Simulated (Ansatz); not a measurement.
Calculation: PBE (plane waves to 420 eV, PAW; Ansatz, an electronic-structure program).

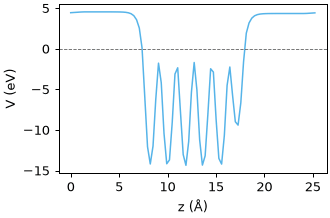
*Plane-averaged electrostatic potential energy along the normal, in eV from the Fermi level, for the (100) surface of fcc Cu, p(2x2), one Cu site of the top plane empty (bottom of the slab: a bare face, its two planes held)*

Model: 23-atom slab, 9.1 Å thick at the start (thin: gaps and levels are the slab's own), 8x8x1 mesh, Fermi-Dirac 0.1 eV, dipole correction, 8 atoms held, the rest relaxed; start symmetry kept, larger cells not searched; no spin, no spin-orbit, no U. In PBE it lies 0.04 eV a 1x1 cell over the lowest computed structure of the same composition (one row in 4 of the top plane missing).

The vacuum level lies 4.35 eV above the Fermi level over the top face and 4.55 eV above it under the bottom face.
